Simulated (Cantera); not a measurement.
Charge: 1 mol CuO, 3.2 mol CH4, 0.72 mol CO, held at 1.00 bar.

Method: chemical equilibrium by Gibbs-energy minimisation in Cantera with the NASA 1993 tables (ideal gas, pure condensed phases). Candidate condensed phases: C, C6H6, C7H8, C8H18, Cu, CuO, Cu(OH)2, Cu2O, H2O; 113 gas species. Equilibrium is a limit: real reactors are often held back by kinetics, nucleation or transport.

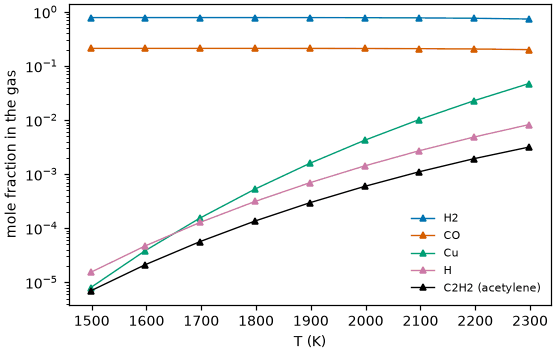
Fig. 1. Equilibrium gas composition (values under 1e-9 drawn at 1e-9)

From 1498 K to 2298 K the condensed part is C(graphite) + Cu(l). The main Cu-bearing gas is Cu throughout.
